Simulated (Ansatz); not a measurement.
# Cl₂GeH₄OSi: one molecule under many settings

Aim: run Cl₂GeH₄OSi under a spread of inputs, and see what each costs and gives.

Program: Ansatz 0.2.0, Gaussian basis. Level of theory: the settings change from run to run. These are calculated values, not measurements.

## Step 1: The molecule

An earlier PBE0-D4 in a triple-zeta def2 set relaxation fixed the geometry.

9 atoms, charge 0, spin multiplicity 1.

Atoms are counted from 1 here; the program's logs count them from 0.

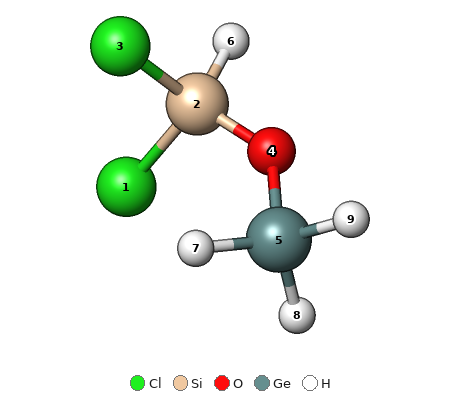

The structure; chlorine green, silicon light orange, oxygen red, germanium teal, hydrogen white; atoms are numbered from 1 in the order of the file.

Coordinates:

```
Cl   -1.70052   -1.24356    1.51434
Si   -0.69510    0.52046    1.24757
Cl    0.91539    0.50434    2.50802
O    -0.22341    0.67210   -0.27740
Ge    0.67829   -0.35340   -1.43848
H    -1.57767    1.63431    1.61939
H     1.60639   -1.27716   -0.63998
H    -0.36803   -1.13853   -2.23674
H     1.45316    0.63515   -2.31362
```

## Step 2: B2GP-PLYP/def2-mTZVP

Options: unrestricted orbitals, coordinates scaled by 1.12, high accuracy.

in.yaml

```yaml
crystal:
  periodic: [false, false, false]
  atoms:
    - {symbol: Cl, position_ang: [-1.904587, -1.392785, 1.696062]}
    - {symbol: Si, position_ang: [-0.778506, 0.582910, 1.397280]}
    - {symbol: Cl, position_ang: [1.025232, 0.564862, 2.808979]}
    - {symbol: O, position_ang: [-0.250224, 0.752753, -0.310687]}
    - {symbol: Ge, position_ang: [0.759687, -0.395806, -1.611095]}
    - {symbol: H, position_ang: [-1.766988, 1.830423, 1.813722]}
    - {symbol: H, position_ang: [1.799159, -1.430420, -0.716773]}
    - {symbol: H, position_ang: [-0.412191, -1.275158, -2.505153]}
    - {symbol: H, position_ang: [1.627538, 0.711364, -2.591259]}
basis:
  gaussian: {orbitals: def2-mTZVP}
magnetization: {spin_polarized: true, initial_magnetization: 0}
hamiltonian: {xc: {name: B2GP-PLYP}}
accuracy: high
```

Command:

```bash
$ ansatz run in.yaml --threads 4 --pin off --events-out ev --progress --plain --max-ram 10444MiB
```

Output:

```text
Functional definition: B2GP-PLYP
  name "B2GP-PLYP"
  cite "Karton, Tarnopolsky, Lamère, Schatz & Martin, J. Phys. Chem. A 112, 12868 (2008) doi:10.1021/jp801805p"
  cite "Becke, Phys. Rev. A 38, 3098 (1988) doi:10.1103/PhysRevA.38.3098"
  cite "Lee, Yang & Parr, Phys. Rev. B 37, 785 (1988) doi:10.1103/PhysRevB.37.785"
  parameter a = 0.65
  parameter c = 0.36
  exchange = (1 - a)*b88_x + a*exact_x
  correlation = (1 - c)*lyp_c + c*(mp2_os + mp2_ss)
2634 factors; integrals over basis functions are off by at most 5.0e-8 eV
mean field evaluation 1: about -91511.0313 eV, gradient 3.5e1 eV
mean field evaluation 2: about -91511.0819 eV, gradient 3.5e1 eV
mean field evaluation 4: about -91515.6071 eV, gradient 4.7e0 eV
mean field evaluation 8: about -91515.7158 eV, gradient 2.6e-1 eV
mean field evaluation 16: about -91515.7163 eV, gradient 1.0e-4 eV
mean field -91515.71628018 eV, -3363.1405417162 hartree, gradient 1.2e-8 eV, S^2 0.000000; 0 other end points of the search recorded, 0 dependent functions left out
25 core orbitals not correlated: weight in the atoms' cores, before any rotation towards them, 1.000 or more for the frozen orbitals, at most 0.000 for the correlated occupied ones
reference -91515.71630500 eV, -3363.1405426285 hartree; 21, 21 occupied and 92, 92 virtual orbitals, 2634 factors
second order -25.10781993 eV of doubles, -0.00000000 eV of singles
Total energy: -91524.75512018 eV, -3363.4727129594 hartree
```

Run time: 10 s. Hardware: 4 threads of AMD EPYC 7B13, shared host; peak memory 1.1 GiB.

⟨S²⟩ 0.000.

## Step 3: BHLYP/def2-TZVPP

This run has D4 dispersion.

in.yaml

```yaml
crystal:
  periodic: [false, false, false]
  atoms:
    - {symbol: Cl, position_ang: [-1.700524, -1.243558, 1.514341]}
    - {symbol: Si, position_ang: [-0.695095, 0.520455, 1.247571]}
    - {symbol: Cl, position_ang: [0.915385, 0.504341, 2.508017]}
    - {symbol: O, position_ang: [-0.223414, 0.672101, -0.277399]}
    - {symbol: Ge, position_ang: [0.678292, -0.353398, -1.438478]}
    - {symbol: H, position_ang: [-1.577668, 1.634306, 1.619394]}
    - {symbol: H, position_ang: [1.606392, -1.277161, -0.639976]}
    - {symbol: H, position_ang: [-0.368028, -1.138534, -2.236744]}
    - {symbol: H, position_ang: [1.453159, 0.635146, -2.313624]}
basis:
  gaussian: {orbitals: def2-TZVPP}
hamiltonian: {xc: {name: BHLYP}, dispersion: d4}
```

The command is unchanged.

Output:

```text
Functional definition: BHLYP
  name "BHLYP"
  cite "Becke, J. Chem. Phys. 98, 1372 (1993) doi:10.1063/1.464304"
  cite "Becke, Phys. Rev. A 38, 3098 (1988) doi:10.1103/PhysRevA.38.3098"
  cite "Lee, Yang & Parr, Phys. Rev. B 37, 785 (1988) doi:10.1103/PhysRevB.37.785"
  parameter a = 0.5
  exchange = (1 - a)*b88_x + a*exact_x
  correlation = lyp_c
1871 factors; their error is unknown
mean field evaluation 1: about -91553.9757 eV, gradient 5.1e1 eV
mean field evaluation 2: about -91550.2762 eV, gradient 6.8e1 eV
mean field evaluation 4: about -91557.9020 eV, gradient 2.2e0 eV
mean field evaluation 8: about -91558.6657 eV, gradient 6.9e-2 eV
mean field -91558.66565724 eV, -3364.7189022111 hartree, gradient 5.5e-5 eV, S^2 0.000000; 0 other end points of the search recorded, 0 dependent functions left out
reference -91558.66587612 eV, -3364.7189102547 hartree; 46, 46 occupied and 215, 215 virtual orbitals, 1871 factors
Total energy: -91559.07248667 eV, -3364.7338529166 hartree
```

Wall time 3.4 s (4 threads of AMD EPYC 7B13, shared host); peak memory 0.85 GiB.

## Step 4: HF/6-31G*

Set apart from the defaults: high accuracy.

in.yaml, as its differences from that of step 3:

```diff
@@ -13,3 +13,5 @@
 basis:
-  gaussian: {orbitals: def2-TZVPP}
-hamiltonian: {xc: {name: BHLYP}, dispersion: d4}
+  gaussian: {orbitals: "6-31G*"}
+hamiltonian: {xc: {name: HF}}
+accuracy: high
+output: {forces: true}
```

Same command.

Output, shortened:

```text
Functional definition: HF
  name "HF"
  cite "Fock, Z. Phys. 61, 126 (1930) doi:10.1007/BF01340294"
  parent pbe
[...]
2381 factors; integrals over basis functions are off by at most 8.2e-9 eV
[...]
mean field -91438.88071596 eV, -3360.3168868120 hartree, gradient 9.1e-9 eV, S^2 0.000000; 0 other end points of the search recorded, 0 dependent functions left out
[...]
reference -91438.88071596 eV, -3360.3168868120 hartree; 46, 46 occupied and 69, 69 virtual orbitals, 2381 factors
Total energy: -91438.88071596 eV, -3360.3168868120 hartree
Atom 0 at    -1.700524    -1.243558     1.514341 Å, force    -0.103680    -0.153652     0.023667 eV/Å
Atom 1 at    -0.695095     0.520455     1.247571 Å, force    -0.298365     0.584506    -0.194221 eV/Å
Atom 2 at     0.915385     0.504341     2.508017 Å, force     0.149636     0.014776     0.120646 eV/Å
Atom 3 at    -0.223414     0.672101    -0.277399 Å, force     0.025228    -0.212580     0.260572 eV/Å
Atom 4 at     0.678292    -0.353398    -1.438478 Å, force     0.002880     0.092766    -0.168852 eV/Å
Atom 5 at    -1.577668     1.634306     1.619394 Å, force     0.179840    -0.268151    -0.010175 eV/Å
Atom 6 at     1.606392    -1.277161    -0.639976 Å, force    -0.020510     0.010127    -0.026945 eV/Å
Atom 7 at    -0.368028    -1.138534    -2.236744 Å, force     0.049656    -0.010213     0.003092 eV/Å
Atom 8 at     1.453159     0.635146    -2.313624 Å, force     0.015316    -0.057579    -0.007784 eV/Å
Dipole moment:     0.125396     0.016738    -0.497605 e Å
```

It took 3.8 s on 4 threads of AMD EPYC 7B13, shared host; peak memory 0.54 GiB.

Largest force 0.684 eV/Å, dipole 2.47 D.

## Step 5: r2SCAN50/cc-pVDZ

Options: density fitting with def2-universal-jkfit.

in.yaml, as its differences from that of step 4:

```diff
@@ -13,5 +13,4 @@
 basis:
-  gaussian: {orbitals: "6-31G*"}
-hamiltonian: {xc: {name: HF}}
-accuracy: high
+  gaussian: {orbitals: cc-pVDZ, fitting: {mean_field: def2-universal-jkfit}}
+hamiltonian: {xc: {name: r2SCAN50}}
 output: {forces: true}
```

Launched as before.

Output, shortened:

```text
Functional definition: r2SCAN50
  name "r2SCAN50"
  cite "Bursch, Neugebauer, Ehlert & Grimme, J. Chem. Phys. 156, 134105 (2022) doi:10.1063/5.0086040"
  cite "Furness, Kaplan, Ning, Perdew & Sun, J. Phys. Chem. Lett. 11, 8208 (2020) doi:10.1021/acs.jpclett.0c02405"
  cite "Furness, Kaplan, Ning, Perdew & Sun, J. Phys. Chem. Lett. 11, 9248 (2020) doi:10.1021/acs.jpclett.0c03077"
  parent r2scan
[...]
799 factors; integrals over basis functions are off by at most 3.3e-1 eV
[...]
mean field -91551.49085163 eV, -3364.4552329680 hartree, gradient 1.5e-5 eV, S^2 0.000000; 0 other end points of the search recorded, 0 dependent functions left out
[...]
reference -91551.49085809 eV, -3364.4552332054 hartree; 46, 46 occupied and 69, 69 virtual orbitals, 799 factors
Total energy: -91551.49085809 eV, -3364.4552332054 hartree
Atom 0 at    -1.700524    -1.243558     1.514341 Å, force    -0.105776    -0.243293     0.026566 eV/Å
Atom 1 at    -0.695095     0.520455     1.247571 Å, force    -0.427924     0.297247     0.623715 eV/Å
Atom 2 at     0.915385     0.504341     2.508017 Å, force     0.221875    -0.026249     0.156326 eV/Å
Atom 3 at    -0.223414     0.672101    -0.277399 Å, force     0.282568     0.008832    -0.769912 eV/Å
Atom 4 at     0.678292    -0.353398    -1.438478 Å, force     0.093295    -0.082600    -0.191892 eV/Å
Atom 5 at    -1.577668     1.634306     1.619394 Å, force     0.014308    -0.034577     0.020319 eV/Å
Atom 6 at     1.606392    -1.277161    -0.639976 Å, force    -0.124339     0.122773    -0.092779 eV/Å
Atom 7 at    -0.368028    -1.138534    -2.236744 Å, force     0.144282     0.100195     0.109101 eV/Å
Atom 8 at     1.453159     0.635146    -2.313624 Å, force    -0.098290    -0.142328     0.118556 eV/Å
Dipole moment:     0.128891    -0.012912    -0.444334 e Å
```

It took 2.5 s on 4 threads of AMD EPYC 7B13, shared host.

Largest force 0.820 eV/Å, dipole 2.22 D.

## Step 6: B3LYP5/def2-TZVP

Options: the search for lower states set to light.

in.yaml, as its differences from that of step 5:

```diff
@@ -13,4 +13,4 @@
 basis:
-  gaussian: {orbitals: cc-pVDZ, fitting: {mean_field: def2-universal-jkfit}}
-hamiltonian: {xc: {name: r2SCAN50}}
-output: {forces: true}
+  gaussian: {orbitals: def2-TZVP}
+hamiltonian: {xc: {name: B3LYP5}}
+scf: {lower_state_search: light}
```

Same command.

Output, shortened:

```text
Functional definition: B3LYP5
  name "B3LYP5"
  cite "Stephens, Devlin, Chabalowski & Frisch, J. Phys. Chem. 98, 11623 (1994) doi:10.1021/j100096a001"
  cite "Becke, Phys. Rev. A 38, 3098 (1988) doi:10.1103/PhysRevA.38.3098"
  cite "Lee, Yang & Parr, Phys. Rev. B 37, 785 (1988) doi:10.1103/PhysRevB.37.785"
  cite "Vosko, Wilk & Nusair, Can. J. Phys. 58, 1200 (1980) doi:10.1139/p80-159"
[...]
1503 factors; their error is unknown
[...]
mean field -91552.97577095 eV, -3364.5098027464 hartree, gradient 3.4e-5 eV, S^2 0.000000; 0 other end points of the search recorded, 0 dependent functions left out
reference -91552.97608730 eV, -3364.5098143722 hartree; 46, 46 occupied and 168, 168 virtual orbitals, 1503 factors
Total energy: -91552.97608730 eV, -3364.5098143722 hartree
```

Wall time 2.6 s (4 threads of AMD EPYC 7B13, shared host); peak memory 0.62 GiB.

## Step 7: B97M-V/6-31G

This run has finite nuclei.

in.yaml, as its differences from that of step 6:

```diff
@@ -13,4 +13,4 @@
 basis:
-  gaussian: {orbitals: def2-TZVP}
-hamiltonian: {xc: {name: B3LYP5}}
-scf: {lower_state_search: light}
+  gaussian: {orbitals: 6-31G, nuclear_model: gaussian}
+hamiltonian: {xc: {name: B97M-V}}
+output: {forces: true}
```

The command is unchanged.

Output, shortened:

```text
Functional definition: B97M-V
  name "B97M-V"
  cite "Mardirossian & Head-Gordon, J. Chem. Phys. 142, 074111 (2015) doi:10.1063/1.4907719"
  cite "Becke, J. Chem. Phys. 107, 8554 (1997) doi:10.1063/1.475007"
  cite "Vydrov & Van Voorhis, J. Chem. Phys. 133, 244103 (2010) doi:10.1063/1.3521275"
  # Of w^i u^j: cxij and so on, Table III.
[...]
  gx(w, u) = cx00 + cx01*u + cx02*u^2 + (cx10 + cx11*u)*w
  gss(w, u) = css00 + css02*u^2 + css10*w + (css32*w^3 + css42*w^4)*u^2
  gos(w, u) = cos00 + cos01*u + cos03*u^3 + cos10*w + cos32*w^3*u^2
[...]
      + integral(e_c_pw_mod_opposite_spin*gos(b97_w_opposite, b97_u_opposite)) + vv10(b, c)
876 factors; integrals over basis functions are off by at most 3.4e-4 eV
[...]
mean field -91523.27136870 eV, -3363.4181860981 hartree, gradient 1.2e-5 eV, S^2 0.000000; 0 other end points of the search recorded, 0 dependent functions left out
[...]
Total energy: -91523.27143229 eV, -3363.4181884350 hartree
Atom 0 at    -1.700524    -1.243558     1.514341 Å, force    -1.172135    -2.071014     0.281879 eV/Å
Atom 1 at    -0.695095     0.520455     1.247571 Å, force    -1.504800     1.933677     0.741127 eV/Å
Atom 2 at     0.915385     0.504341     2.508017 Å, force     1.904571    -0.014456     1.447915 eV/Å
Atom 3 at    -0.223414     0.672101    -0.277399 Å, force     0.797827    -0.054257    -2.118051 eV/Å
Atom 4 at     0.678292    -0.353398    -1.438478 Å, force     0.071112     0.143739    -0.448608 eV/Å
Atom 5 at    -1.577668     1.634306     1.619394 Å, force    -0.160325     0.195644     0.081740 eV/Å
Atom 6 at     1.606392    -1.277161    -0.639976 Å, force     0.059991    -0.073235     0.094187 eV/Å
Atom 7 at    -0.368028    -1.138534    -2.236744 Å, force    -0.033533    -0.059762    -0.047112 eV/Å
Atom 8 at     1.453159     0.635146    -2.313624 Å, force     0.037291    -0.000336    -0.033078 eV/Å
Dipole moment:     0.118694     0.022010    -0.506718 e Å
```

Run time: 3.6 s. Hardware: 4 threads of AMD EPYC 7B13, shared host.

Largest force 2.560 eV/Å, dipole 2.50 D.

## Step 8: B97/def2-SVPD

This run has a grid of angular degree 11, a point charge of -1.00 e beside it, high accuracy.

in.yaml, as its differences from that of step 7:

```diff
@@ -13,4 +13,4 @@
 basis:
-  gaussian: {orbitals: 6-31G, nuclear_model: gaussian}
-hamiltonian: {xc: {name: B97M-V}}
-output: {forces: true}
+  gaussian: {orbitals: def2-SVPD, final_grid: {core_spheres: 5, valence_spheres: 4, degree: 11}, point_charges: [{charge: -1.00, position_ang: [5.370, 0.972, 0.786]}]}
+hamiltonian: {xc: {name: B97}}
+accuracy: high
```

Launched as before.

Output, shortened:

```text
Functional definition: B97
  name "B97"
  cite "Becke, J. Chem. Phys. 107, 8554 (1997) doi:10.1063/1.475007"
[...]
      + integral(e_c_pw_opposite_spin*poly(b97_u_opposite, cos0, cos1, cos2))
3290 factors; integrals over basis functions are off by at most 4.3e-9 eV
[...]
mean field -91531.46815434 eV, -3363.7194124145 hartree, gradient 8.1e-8 eV, S^2 0.000000; 0 other end points of the search recorded, 0 dependent functions left out
reference -91531.46815933 eV, -3363.7194125979 hartree; 46, 46 occupied and 125, 125 virtual orbitals, 3290 factors
Total energy: -91531.46815933 eV, -3363.7194125979 hartree
```

It took 4.6 s on 4 threads of AMD EPYC 7B13, shared host; peak memory 0.98 GiB.

## Step 9: PBEsol/aug-cc-pVTZ

This run has charge -1, multiplicity 2, D3(BJ) with three-body dispersion, relativity set to scalar.

in.yaml, as its differences from that of step 8:

```diff
@@ -13,4 +13,5 @@
 basis:
-  gaussian: {orbitals: def2-SVPD, final_grid: {core_spheres: 5, valence_spheres: 4, degree: 11}, point_charges: [{charge: -1.00, position_ang: [5.370, 0.972, 0.786]}]}
-hamiltonian: {xc: {name: B97}}
-accuracy: high
+  gaussian: {orbitals: aug-cc-pVTZ}
+total_charge: -1
+magnetization: {spin_polarized: true, initial_magnetization: 1}
+hamiltonian: {xc: {name: PBEsol}, dispersion: d3bjatm, pseudopotentials: {relativity: scalar}}
```

Same command.

Output:

```text
Functional definition: PBEsol
  name "PBEsol"
  cite "Perdew et al., Phys. Rev. Lett. 100, 136406 (2008) doi:10.1103/PhysRevLett.100.136406"
  cite "Perdew, Burke & Ernzerhof, Phys. Rev. Lett. 77, 3865 (1996) doi:10.1103/PhysRevLett.77.3865"
  parent pbesol
  exchange = pbesol_x
  correlation = pbesol_c
1932 factors; their error is unknown
mean field evaluation 1: about -91982.1207 eV, gradient 3.5e1 eV
mean field evaluation 2: about -91943.4448 eV, gradient 1.0e2 eV
mean field evaluation 4: about -91986.8318 eV, gradient 6.7e0 eV
mean field evaluation 8: about -91986.9837 eV, gradient 1.3e-1 eV
mean field evaluation 16: about -91986.9384 eV, gradient 3.3e-3 eV
mean field evaluation 32: about -91986.5833 eV, gradient 2.7e0 eV
mean field evaluation 64: about -91986.7390 eV, gradient 3.2e0 eV
mean field -91986.93835943 eV, -3380.4576337226 hartree, gradient 1.1e-5 eV, S^2 0.750163; 10 other end points of the search recorded, 0 dependent functions left out
reference -91986.93841362 eV, -3380.4576357142 hartree; 47, 46 occupied and 300, 301 virtual orbitals, 1932 factors
Total energy: -91987.06552839 eV, -3380.4623070958 hartree
Relativity: scalar
```

It took 39 s on 4 threads of AMD EPYC 7B13, shared host; peak memory 2.3 GiB.

⟨S²⟩ 0.750.

## Step 10: B2GP-PLYP/def2-TZVPP

Set apart from the defaults: charge +1, multiplicity 2, high accuracy.

in.yaml, as its differences from that of step 9:

```diff
@@ -13,5 +13,6 @@
 basis:
-  gaussian: {orbitals: aug-cc-pVTZ}
-total_charge: -1
+  gaussian: {orbitals: def2-TZVPP}
+total_charge: 1
 magnetization: {spin_polarized: true, initial_magnetization: 1}
-hamiltonian: {xc: {name: PBEsol}, dispersion: d3bjatm, pseudopotentials: {relativity: scalar}}
+hamiltonian: {xc: {name: B2GP-PLYP}}
+accuracy: high
```

Same command.

Output, shortened:

```text
Functional definition: B2GP-PLYP
  name "B2GP-PLYP"
  cite "Karton, Tarnopolsky, Lamère, Schatz & Martin, J. Phys. Chem. A 112, 12868 (2008) doi:10.1021/jp801805p"
  cite "Becke, Phys. Rev. A 38, 3098 (1988) doi:10.1103/PhysRevA.38.3098"
  cite "Lee, Yang & Parr, Phys. Rev. B 37, 785 (1988) doi:10.1103/PhysRevB.37.785"
[...]
4306 factors; integrals over basis functions are off by at most 5.5e-8 eV
[...]
mean field -91508.59627753 eV, -3362.8788864448 hartree, gradient 9.4e-8 eV, S^2 0.767611; 6 other end points of the search recorded, 0 dependent functions left out
25 core orbitals not correlated: weight in the atoms' cores, before any rotation towards them, 1.000 or more for the frozen orbitals, at most 0.000 for the correlated occupied ones
reference -91508.59630001 eV, -3362.8788872710 hartree; 21, 20 occupied and 215, 216 virtual orbitals, 4306 factors
second order -29.95300328 eV of doubles, -0.00000000 eV of singles
Total energy: -91519.37938119 eV, -3363.2751581954 hartree
```

Wall time 2.1 min (4 threads of AMD EPYC 7B13, shared host); peak memory 2.7 GiB.

⟨S²⟩ 0.768.

## Step 11: The runs in one table

| level | charge | multiplicity | geometry | functions | energy (eV) | time |
| --- | --- | --- | --- | --- | --- | --- |
| B2GP-PLYP/def2-mTZVP | 0 | 1 | scaled | 138 | -91524.755 | 10 s |
| BHLYP/def2-TZVPP | 0 | 1 | relaxed | 261 | -91559.072 | 3.4 s |
| HF/6-31G* | 0 | 1 | relaxed | 115 | -91438.881 | 3.8 s |
| r2SCAN50/cc-pVDZ | 0 | 1 | relaxed | 115 | -91551.491 | 2.5 s |
| B3LYP5/def2-TZVP | 0 | 1 | relaxed | 214 | -91552.976 | 2.6 s |
| B97M-V/6-31G | 0 | 1 | relaxed | 85 | -91523.271 | 3.6 s |
| B97/def2-SVPD | 0 | 1 | relaxed, point charge | 171 | -91531.468 | 4.6 s |
| PBEsol/aug-cc-pVTZ | -1 | 2 | relaxed | 347 | -91987.066 | 39 s |
| B2GP-PLYP/def2-TZVPP | 1 | 2 | relaxed | 261 | -91519.379 | 2.1 min |

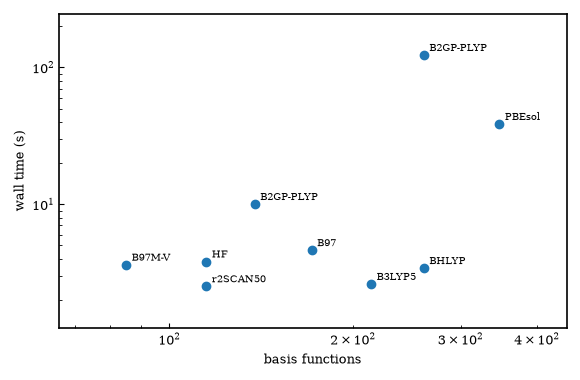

Wall time against the number of basis functions (shared host).

## Step 12: What came out

| quantity | value |
| --- | --- |
| runs | 9 |
| quickest | r2SCAN50/cc-pVDZ, 2.5 s |
| slowest | B2GP-PLYP/def2-TZVPP, 2.1 min |
| spread of total energies, same state and geometry | 120.2 eV |
| dipole, same state and geometry | 2.22 to 2.50 D |

What this shows: Run time spans a factor of 49, from r2SCAN50/cc-pVDZ to B2GP-PLYP/def2-TZVPP. The jobs differ in tasks and options as well as level. Total energies at one charge and spin differ by 120 eV between levels, so only differences within one level mean anything. At the PBE0-D4/def2-TZVP geometry and in the same state, runs without warnings or point charges leave forces up to 2.56 eV/Å (B97M-V/6-31G). At that geometry and state the dipole changes by 13 % between the lowest and highest value.
